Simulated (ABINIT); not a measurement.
# AlN (F-43m): a self-consistent loop beyond G0W0, cycle by cycle, part 3 of 3

Aim: iterate the self-energy on AlN (F-43m) and follow the gap from cycle to cycle.

ABINIT 10.8.3; LDA and many-body steps on it, plane waves. Known limits of the many-body steps: not at the basis limit.

So far. Step 10 (evGW, cycle 1): Against G0W0 in ABINIT (6×6×6 mesh, 104 bands, screening to 244.9 eV, Godby-Needs plasmon pole), the gap moves by +0.693 eV. Step 13 (evGW, cycle 2): Against the cycle before, the gap moves by +0.066 eV.

## 14. Screening, 6×6×6 mesh, 104 bands, screening to 244.9 eV

This step: RPA screening on LDA, plane waves, norm-conserving pseudopotentials.

Input file run.abi:

```
acell 3*1.0 Angstrom
rprim 
  -0.000000000000 2.183993559600 2.183993559600
  2.183993559600 -0.000000000000 2.183993559600
  2.183993559600 2.183993559600 -0.000000000000
ntypat 2
znucl 13 7
natom 2
typat 1 2
xred 
  0.000000000000 0.000000000000 0.000000000000
  0.750000000000 0.750000000000 0.750000000000
pp_dirpath "pseudos"
pseudos "Al.upf, N.upf"
ecut 36
ngkpt 6 6 6
nshiftk 1
shiftk 0 0 0
kptopt 1
chksymbreak 0
istwfk *1
occopt 1
irdwfk 1
optdriver 3
nband 104
ecuteps 9
inclvkb 2
awtr 1
symchi 1
gwcalctyp 10
mbpt_sciss 2.637 eV
nqptdm 1
qptdm 
  0 0 0
indata_prefix "in"
outdata_prefix "out"
tmpdata_prefix "tmp"
```

The run is started by

```console
OMP_NUM_THREADS=1 mpirun -n 4 abinit run.abi > log
```

The log of the run:

```text
.Version 10.8.3 of ABINIT. v10.8.2 released Aug 2026.

 Symmetries : space group F-4 3 m (#216); Bravais cF (face-center cubic)
[... echo of the input left out ...]
== DATASET  1 ==================================================================
-   mpi_nproc: 4, omp_nthreads: 1 (-1 if OMP is not activated)

--- !DatasetInfo
iteration_state: {dtset: 1, }
dimensions: {natom: 2, nkpt: 16, mband: 104, nsppol: 1, nspinor: 1, nspden: 1, mpw: 1464, }
cutoff_energies: {ecut:  36.0, pawecutdg:  -1.0, }
[...]
[... chi0 elements left out ...]
 For q-point:  0.000010 0.000020 0.000030
  dielectric constant =   3.6489
  dielectric constant without local fields =   3.9510

  Average fulfillment of the sum rule on Im[epsilon] for q-point    1 :     94.57  [%]
[... wings left out ...]
== END DATASET(S) ==============================================================
================================================================================

 -outvars: echo values of variables after computation  --------
           etotal      0.0000000000E+00
            nband         104
             nkpt          16
          spgroup         216
 [... the other variables as echoed above ...]

 Calculation completed.
```

It took 3.3 s on 4 MPI ranks of Arm Neoverse V2, shared host; peak memory 0.7 GiB.

This step gave:

```
ε∞ with local fields, on this mesh, along the program's q direction : 3.649
the same without local fields                                       : 3.951
plasma frequency                                                    : 23.01 eV
plane waves in the screening matrix                                 : 169
```

This screening uses the functional's bands under a rigid shift, the mean opening of the cycle before.

## 15. Screening, 6×6×6 mesh, 104 bands, screening to 244.9 eV

This step: RPA screening on LDA from quasiparticle energies, plane waves, norm-conserving pseudopotentials.

run.abi, as its differences from that of step 14:

```diff
@@ -29,7 +29,21 @@
 symchi 1
+irdqps 1
 gwcalctyp 10
-mbpt_sciss 2.637 eV
-nqptdm 1
+nqptdm 15
 qptdm 
-  0 0 0
+  0.1666666667 0.0000000000 0.0000000000
+  0.3333333333 0.0000000000 0.0000000000
+  0.5000000000 0.0000000000 0.0000000000
+  0.1666666667 0.1666666667 0.0000000000
+  0.3333333333 0.1666666667 0.0000000000
+  0.5000000000 0.1666666667 0.0000000000
+  -0.3333333333 0.1666666667 0.0000000000
+  -0.1666666667 0.1666666667 0.0000000000
+  0.3333333333 0.3333333333 0.0000000000
+  0.5000000000 0.3333333333 0.0000000000
+  -0.3333333333 0.3333333333 0.0000000000
+  0.5000000000 0.5000000000 0.0000000000
+  0.5000000000 0.3333333333 0.1666666667
+  -0.3333333333 0.3333333333 0.1666666667
+  -0.3333333333 0.5000000000 0.1666666667
 indata_prefix "in"
```

Input file mrgscr.stdin:

```
2
merged
q0_SCR
out_SCR
1
```

The run is started by

```console
OMP_NUM_THREADS=1 mpirun -n 4 abinit run.abi > log; mrgscr < mrgscr.stdin
```

The log of the run:

```text
.Version 10.8.3 of ABINIT. v10.8.2 released Aug 2026.

 Symmetries : space group F-4 3 m (#216); Bravais cF (face-center cubic)
[... echo of the input left out ...]
== DATASET  1 ==================================================================
-   mpi_nproc: 4, omp_nthreads: 1 (-1 if OMP is not activated)

--- !DatasetInfo
iteration_state: {dtset: 1, }
dimensions: {natom: 2, nkpt: 16, mband: 104, nsppol: 1, nspinor: 1, nspden: 1, mpw: 1464, }
cutoff_energies: {ecut:  36.0, pawecutdg:  -1.0, }
[...]
q-point number  1        q = ( 0.166667, 0.000000, 0.000000) [r.l.u.]
--------------------------------------------------------------------------------
[... chi0 elements left out ...]
  Average fulfillment of the sum rule on Im[epsilon] for q-point    2 :    112.45  [%]

--------------------------------------------------------------------------------
  q-point number  2        q = ( 0.333333, 0.000000, 0.000000) [r.l.u.]
--------------------------------------------------------------------------------
[... chi0 elements left out ...]
  Average fulfillment of the sum rule on Im[epsilon] for q-point    3 :    104.82  [%]

 [... 13 further q-points ...]
```

The job ended after 35 s (4 MPI ranks; peak memory 0.75 GiB; 2.3 min of CPU time).

This step gave:

* plasma frequency: 23.01 eV
* plane waves in the screening matrix: 169

This screening reads the quasiparticle levels of the cycle before.

## 16. evGW, cycle 3

This step: evGW on LDA, plane waves, norm-conserving pseudopotentials.

run.abi, as its differences from that of step 15:

```diff
@@ -23,12 +23,10 @@
 irdwfk 1
-optdriver 3
+optdriver 4
 nband 104
-ecuteps 9
-inclvkb 2
-awtr 1
-symchi 1
-irdqps 1
 gwcalctyp 10
-nqptdm 15
-qptdm 
+ecutsigx 36
+symsigma 1
+nkptgw 16
+kptgw 
+  0.0000000000 0.0000000000 0.0000000000
   0.1666666667 0.0000000000 0.0000000000
@@ -48,2 +46,23 @@
   -0.3333333333 0.5000000000 0.1666666667
+bdgw 
+  1 13
+  1 13
+  1 13
+  1 13
+  1 13
+  1 13
+  1 13
+  1 13
+  1 13
+  1 13
+  1 13
+  1 13
+  1 13
+  1 13
+  1 13
+  1 13
+ecuteps 9
+irdscr 1
+ppmodel 1
+irdqps 1
 indata_prefix "in"
```

The run is started by

```console
OMP_NUM_THREADS=1 mpirun -n 4 abinit run.abi > log
```

The log of the run:

```text
.Version 10.8.3 of ABINIT. v10.8.2 released Aug 2026.

 Symmetries : space group F-4 3 m (#216); Bravais cF (face-center cubic)
[... echo of the input left out ...]
== DATASET  1 ==================================================================
-   mpi_nproc: 4, omp_nthreads: 1 (-1 if OMP is not activated)

--- !DatasetInfo
iteration_state: {dtset: 1, }
dimensions: {natom: 2, nkpt: 16, mband: 104, nsppol: 1, nspinor: 1, nspden: 1, mpw: 1464, }
cutoff_energies: {ecut:  36.0, pawecutdg:  -1.0, }
[...]
.  kptgw no:  3; Maximum DeltaE = (  -0.030   0.002) for band index:  1
[...]
.  kptgw no: 15; Maximum DeltaE = (  -0.013  -0.000) for band index:  2
.  kptgw no: 16; Maximum DeltaE = (   0.028  -0.006) for band index: 13

== END DATASET(S) ==============================================================
================================================================================

 -outvars: echo values of variables after computation  --------
           etotal      0.0000000000E+00
            nband         104
             nkpt          16
          spgroup         216
 [... the other variables as echoed above ...]

 Calculation completed.
```

Run time: 8.6 min. Hardware: 4 MPI ranks; peak memory 0.99 GiB; 34 min of CPU time.

This step gave:

* quasiparticle gap on the mesh: 5.518 eV
* gap of the density functional on the mesh: 3.259 eV
* k of the valence top: 0, 0, 0
* k of the conduction bottom: 0.5, 0.5, 0
* least direct quasiparticle gap on the computed points: 6.563 eV

Against the cycle before, the gap moves by +0.009 eV.

## 17. The runs together

Times are wall times on 4 MPI ranks of Arm Neoverse V2, shared host. The host was busy with other work, so they are no guide to cost. A run's time includes the screening step that it read.

```tsv
run	mesh	bands	screening cutoff (eV)	DFT gap (eV)	gap on the mesh (eV)	direct (eV)	ε∞ used	time
G0W0	6×6×6	104	244.9	3.259	4.750	5.797	4.41	48 s
evGW0, cycle 1	6×6×6	104	244.9	3.259	5.119	6.198	4.41	9.1 min
evGW0, cycle 2	6×6×6	104	244.9	3.259	5.019	6.062	4.41	9.2 min
evGW0, cycle 3	6×6×6	104	244.9	3.259	5.020	6.068	4.41	9.2 min
evGW, cycle 1	6×6×6	104	244.9	3.259	5.443	6.495	3.77	9.3 min
evGW, cycle 2	6×6×6	104	244.9	3.259	5.509	6.553	3.66	9.3 min
evGW, cycle 3	6×6×6	104	244.9	3.259	5.518	6.563	3.65	9.3 min
```

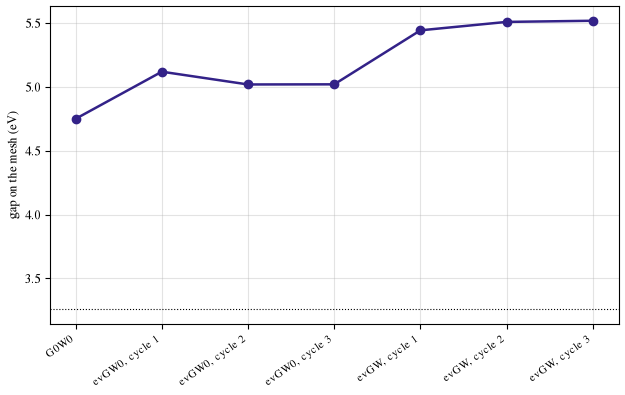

The gap through the cycles; the dotted line is the starting gap.

## 18. Outcome

```json
{
  "G0W0": "4.750 eV",
  "evGW0, cycle 1": "5.119 eV",
  "evGW0, cycle 2": "5.019 eV",
  "evGW0, cycle 3": "5.020 eV",
  "evGW, cycle 1": "5.443 eV",
  "evGW, cycle 2": "5.509 eV",
  "evGW, cycle 3": "5.518 eV",
  "known limits": "not at the basis limit"
}
```

What this shows: Only the bands that the input lists are updated; the others, empty or deep, keep the functional's energies or take a rigid shift. The evGW loop starts from the last levels of evGW0, so its cycles and time come on top of those. evGW0 ends at 5.02 eV, +0.27 eV from G0W0, after 3 cycles that took 26 min beside the first screening; the last moved the gap by 0.001 eV. evGW ends at 5.52 eV, +0.77 eV from G0W0, after 3 cycles that took 28 min beside the first screening; the last moved the gap by 0.009 eV. The first cycle of evGW0 takes the full correction, without the factor Z, so it overshoots the one-shot value. Bands and cutoff are finite, so the gap is not at the basis limit. The miss can reach some tenths of an eV and take either sign; the mesh is an error of its own. In the updated screening the q = 0 part is built from Kohn-Sham bands under a rigid shift, the other q from the quasiparticle levels.

[Paths, hosts, dates, memory and timing lines, banners, echoed tables and standing remarks are left out of the program output.]

[Logs are printed without paths, hosts, clocks, repeated set-up lines and the standing remarks that a program may print on its own settings, such as how far it seeks lower states.]

[Runs of the session that timed out or met a known fault of the program may be left out.]

[Hosts, paths, dates, database ids (printed as entryN), source tags and the programs' standing remarks are cut or masked in the printed files.]

[G0W0 gaps are taken among the corrected bands and points alone; a level outside them can change the order at an edge.]

[Where Ansatz stands beside ABINIT at settings called matched, ABINIT's density can come from a denser mesh and the files from another edition; pairs whose starting gaps differed by over 0.03 eV were left out, so agreement reads better than it is.]
